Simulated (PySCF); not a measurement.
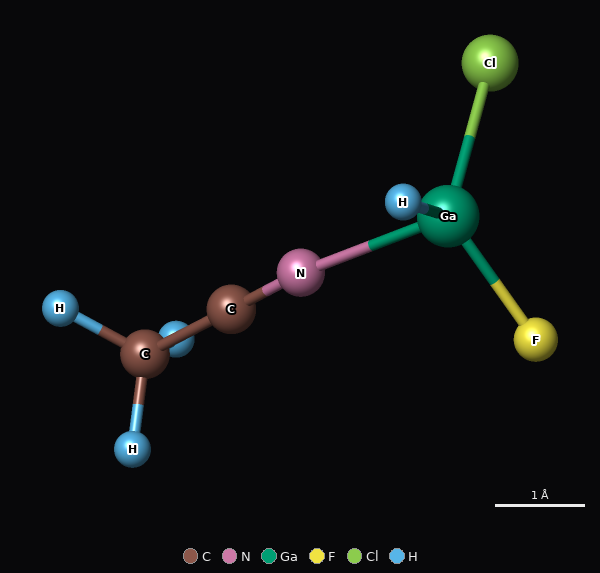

Fig. 1: The structure as given in the input (ball-and-stick view, seen at a tilt). Sticks mark near contacts. Bond lengths as drawn: Cl–Ga 2.17 Å, C–C 1.44 Å, C–H 1.10 Å, C–N 1.15 Å, F–Ga 1.77 Å, Ga–H 1.55 Å and Ga–N 2.11 Å.

**Run report: C$_{2}$H$_{4}$ClFGaN, excited-state calculation**

C$_{2}$H$_{4}$ClFGaN, computed with TDDFT CAM-B3LYP/def2-SVPD, vertical, gas phase, core orbitals frozen in the response (PySCF 2.14.0).

The geometry comes from this level: PBE0-D3(BJ)/def2-SVP.

Output
```
coarse grid: 44400 points
cycle   1  E = -2617.7244441140  dE = -1.017e-01  |g| = 8.635e-01  |ddm| = 4.748e+00
cycle   2  E = -2617.5833897235  dE =  1.411e-01  |g| = 1.329e+00  |ddm| = 1.966e+00
cycle   3  E = -2617.8645846301  dE = -2.812e-01  |g| = 1.255e-01  |ddm| = 1.107e+00
cycle   4  E = -2617.8670543760  dE = -2.470e-03  |g| = 6.108e-02  |ddm| = 1.805e-01
cycle   5  E = -2617.8676436130  dE = -5.892e-04  |g| = 2.440e-02  |ddm| = 8.228e-02
cycle   6  E = -2617.8677618460  dE = -1.182e-04  |g| = 4.720e-03  |ddm| = 2.182e-02
cycle   7  E = -2617.8677658839  dE = -4.038e-06  |g| = 1.549e-03  |ddm| = 6.857e-03
final grid: 91536 points
cycle   8  E = -2617.8677696806  dE = -1.918e-07  |g| = 1.546e-03  |ddm| = 3.817e-03
cycle   9  E = -2617.8677695211  dE =  1.595e-07  |g| = 1.829e-03  |ddm| = 3.233e-03
cycle  10  E = -2617.8677700222  dE = -5.011e-07  |g| = 3.768e-04  |ddm| = 1.669e-03
cycle  11  E = -2617.8677700505  dE = -2.832e-08  |g| = 3.818e-05  |ddm| = 3.352e-04
cycle  12  E = -2617.8677700508  dE = -3.151e-10  |g| = 2.011e-05  |ddm| = 6.302e-05
```

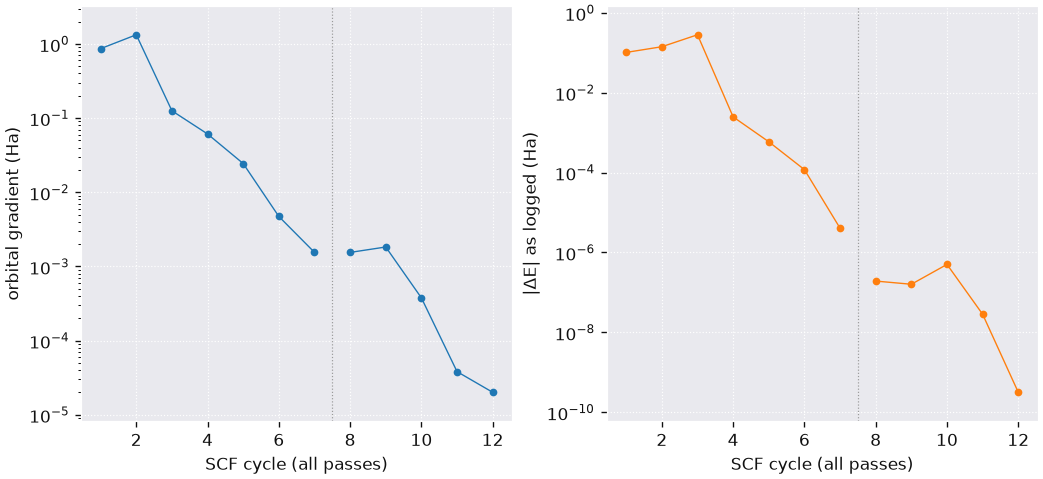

Fig. 2: Convergence of the self-consistent field: orbital gradient and size of the energy change against the SCF cycle. The dotted line marks the change from a coarse to the final integration grid. The first 7 cycles use a coarse grid, the final grid takes over at cycle 8, and the field converges after 12 cycles in all.

```
converged SCF energy = -2617.8677700508

Static polarisability (au): isotropic 71.516, principal 58.782 69.048 86.719

Singlet excitations
state   eV       nm        f      main configurations
  1   6.9458    178.5   0.01352   H->L+1 0.45, H->L 0.38
  2   7.0567    175.7   0.00270   H->L 0.48, H->L+1 0.43
  3   7.1166    174.2   0.02416   H-1->L 0.43, H-1->L+1 0.36
  4   7.2312    171.5   0.01176   H-1->L+1 0.44, H-1->L 0.35, H-2->L 0.08
  5   7.5163    165.0   0.00277   H-2->L 0.47, H-2->L+1 0.19
  6   7.6357    162.4   0.08789   H-2->L+1 0.43, H-2->L 0.16, H->L+3 0.10
  7   7.7376    160.2   0.02989   H->L+2 0.50, H->L+3 0.19, H-2->L+1 0.10
  8   7.8189    158.6   0.03433   H-1->L+2 0.23, H-1->L+3 0.22, H-6->L 0.10
  9   7.8725    157.5   0.03566   H->L+4 0.35, H->L+2 0.32, H->L+3 0.14
 10   7.9044    156.9   0.01264   H-1->L+2 0.20, H-7->L+1 0.17, H-6->L 0.12

Triplet excitations (Tamm-Dancoff, eV): 6.3465 6.6978 6.8121 6.8599
Vertical ionisation energy (delta-SCF) = 10.6232 eV
```

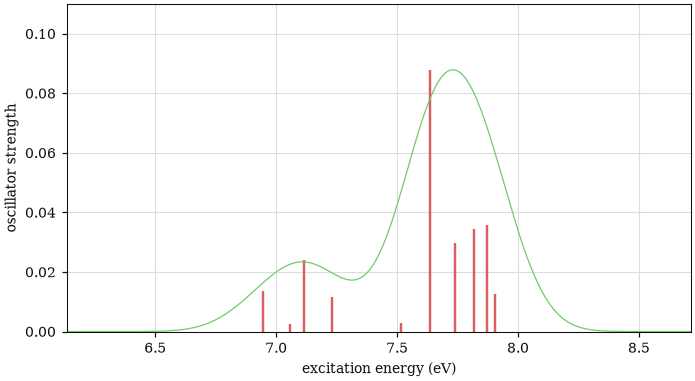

Fig. 3: Computed excitations as sticks (degenerate states added up, dark ones marked on the axis), with a Gaussian envelope of 0.35 eV full width at half maximum, scaled to the tallest. Of the 10 states the lowest lies at 6.95 eV (f = 0.014); the strongest line is at 7.64 eV, or 162 nm (f = 0.088).

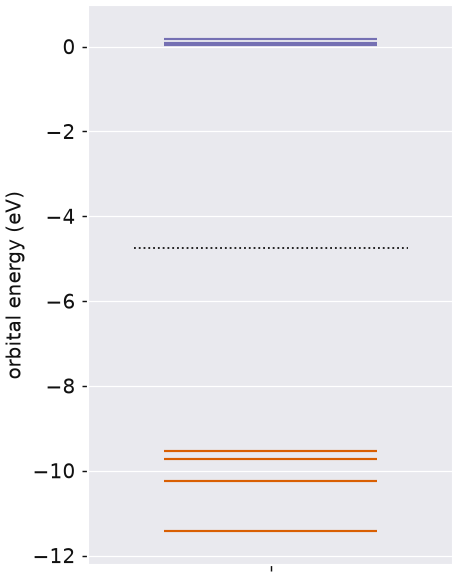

Fig. 4: Orbital energies near the frontier; the dotted line parts filled from empty levels, and levels within 0.02 eV of each other stand side by side. Highest filled −9.53 eV, lowest empty 0.05 eV, 9.58 eV apart.

This output came from the following input.

The input
```
{"job": {"kind": "uv", "xc": "CAM-B3LYP", "basis": "def2-SVPD", "ip": true}, "charge": 0, "multiplicity": 1}
C     -2.233987    -0.129944     0.132947
C     -0.791150    -0.074864     0.186891
N      0.357650    -0.016521     0.217666
Ga     2.450095     0.043199    -0.056785
F      2.459060    -1.164038    -1.345661
Cl     2.549475     2.071057    -0.828608
H     -2.659023     0.360830     1.019920
H     -2.584254     0.388189    -0.771442
H     -2.564804    -1.177715     0.101564
H      3.066873    -0.320672     1.322321
```

The first line tells a small driver script what to run in PySCF; the rest is the geometry in Å.

Run as:
```bash
OMP_NUM_THREADS=1 python <driver script> task.json out
```

Key numbers

```tsv
quantity	value
outcome	converged
total energy	−2617.867770 hartree
HOMO	−9.53 eV
LUMO	0.05 eV
dipole moment	8.93 D
mean polarisability	71.52 a.u.
vertical ionisation energy	10.62 eV
lowest singlet excitation	6.95 eV
hardware	1 CPU thread, shared host
wall time	4 min
peak memory	0.95 GiB
```

Spin–orbit coupling is left out, which matters for the heavy atoms.
